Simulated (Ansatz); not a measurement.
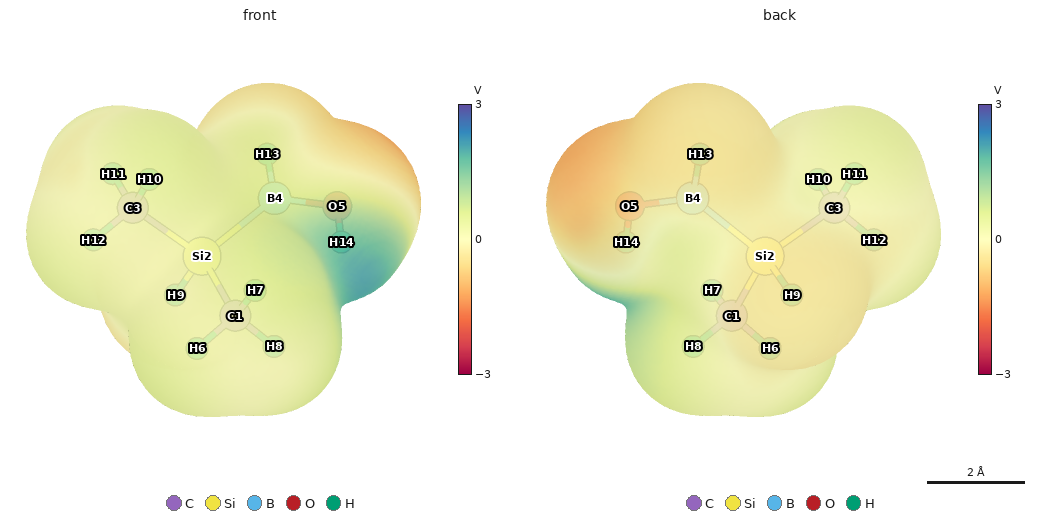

*C$_{2}$H$_{9}$BOSi (SMILES C[SiH](C)BO). The electrostatic potential painted on the density surface at 0.001 e/bohr³, seen from the front and from behind; the colour scale runs from red (negative) to blue (positive).*

The calculation used RKS PBE-D4/6-31G* (Ansatz).

```yaml
atoms:
  - { symbol: C, position_ang: [-1.5135, 0.0100, 0.7755] }
  - { symbol: Si, position_ang: [0.3500, 0.2188, 0.4119] }
  - { symbol: C, position_ang: [1.2145, -1.4769, 0.4202] }
  - { symbol: B, position_ang: [0.6062, 1.2035, -1.3566] }
  - { symbol: O, position_ang: [-0.4568, 1.6707, -2.0814] }
  - { symbol: H, position_ang: [-1.6726, -0.4957, 1.7433] }
  - { symbol: H, position_ang: [-2.0120, -0.6028, 0.0027] }
  - { symbol: H, position_ang: [-2.0345, 0.9828, 0.8303] }
  - { symbol: H, position_ang: [0.9461, 1.0486, 1.5258] }
  - { symbol: H, position_ang: [0.7977, -2.1406, -0.3567] }
  - { symbol: H, position_ang: [2.2945, -1.3670, 0.2249] }
  - { symbol: H, position_ang: [1.0941, -1.9789, 1.3955] }
  - { symbol: H, position_ang: [1.6812, 1.4291, -1.8671] }
  - { symbol: H, position_ang: [-1.3077, 1.4692, -1.6395] }
```

Question: Describe the electrostatic potential map.

Answer: The most negative region (about −1.1 V) lies over O5, the most positive (about +2.0 V) over H14. O5 is the likeliest acceptor of a hydrogen bond.
